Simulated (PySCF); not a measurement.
## Two runs on H$_{2}$O$_{2}$

System: H$_{2}$O$_{2}$.
Method of run 1: RKS PBE0-D4/def2-TZVPP, density fitting (PySCF 2.14.0).

The geometry comes from this level: PBE0-D4/def2-TZVP. Text and figures count atoms from 1; the logs count them from 0 in places.

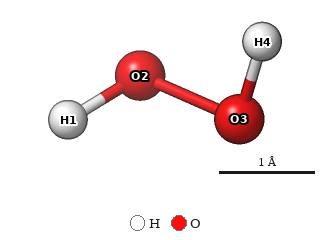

Fig. 1: The structure as given in the input (ball-and-stick view, seen at a tilt; atoms are numbered from 1 in the order of the input). Bond lengths as drawn: H–O 0.96 Å and O–O 1.43 Å.

## Input, run 1
```python
import json, numpy as np
from pyscf import gto, scf, dft, mp, cc
EV, BOHR = 27.211386245988, 0.529177210903
mol = gto.M(atom="""
H 0.893481 1.041291 0.957157
O 0.727293 1.945109 0.663637
O 0.031123 1.712252 -0.558399
H 0.664516 2.054883 -1.200480
""", basis="def2-tzvpp", charge=0, spin=0, max_memory=8670, verbose=0)
def mean_field(mol, dm=None):
    mf = dft.RKS(mol, xc="pbe0").density_fit()
    mf.conv_tol = 1e-9; mf.grids.level = 4
    mf.kernel(dm0=dm)
    if not mf.converged: mf = mf.newton().run(mf.mo_coeff, mf.mo_occ)
    assert mf.converged
    return mf
def d4(mol):
    from pyscf.dispersion.dftd4 import DFTD4Dispersion
    real = gto.M(atom=[(mol.atom_pure_symbol(i), mol.atom_coord(i)) for i in range(4)], unit='B', charge=mol.charge, spin=None, basis='def2-svp', verbose=0)
    r = DFTD4Dispersion(real, xc="pbe0", atm=True).get_dispersion(grad=True); return r["energy"], r["gradient"]
def energy_and_gradient(mol, dm=None):
    mf = mean_field(mol, dm); e, g = d4(mol)
    return mf, (mf.e_tot + e) * EV, (mf.nuc_grad_method().kernel()[:4] + g) * EV / BOHR
out = {}
mf = mean_field(mol); e = d4(mol)[0]
out.update(energy=(mf.e_tot + e) * EV, converged=True, dispersion=e * EV)
out['s2'] = mf.spin_square()[0]; out['nelec'] = mol.nelec
print(f"Total energy {out['energy']:.6f} eV, <S^2> {out['s2']:.4f}")
json.dump(out, open("out.json", "w"), default=float)
```

Launched with:
```bash
OMP_NUM_THREADS=4 python run.py
```

Hardware: 4 threads of Arm Neoverse V1, 23 GiB of memory available, shared host.

## Output (run 1)
```
Total energy -4121.398256 eV, <S^2> 0.0000
```

The input of run 2 differs as follows (lines with − go, lines with + come):
```diff
-    mf = dft.RKS(mol, xc="pbe0").density_fit()
+    mf = dft.RKS(mol, xc="pbe").density_fit()
-    r = DFTD4Dispersion(real, xc="pbe0", atm=True).get_dispersion(grad=True); return r["energy"], r["gradient"]
+    r = DFTD4Dispersion(real, xc="pbe", atm=True).get_dispersion(grad=True); return r["energy"], r["gradient"]
```

How does run 2 compare with run 1?

The total energies belong to different models, so their difference says nothing on which is more stable or more accurate. The functional changes from PBE0 to PBE.

## Output (run 2)
```
Total energy -4121.637033 eV, <S^2> 0.0000
```

## The two runs side by side

```csv
quantity,run 1,run 2
outcome,converged,converged
total energy (hartree),−151.458592,−151.467367
basis functions,90,90
wall time (shared host),1.9 s,2.1 s
```
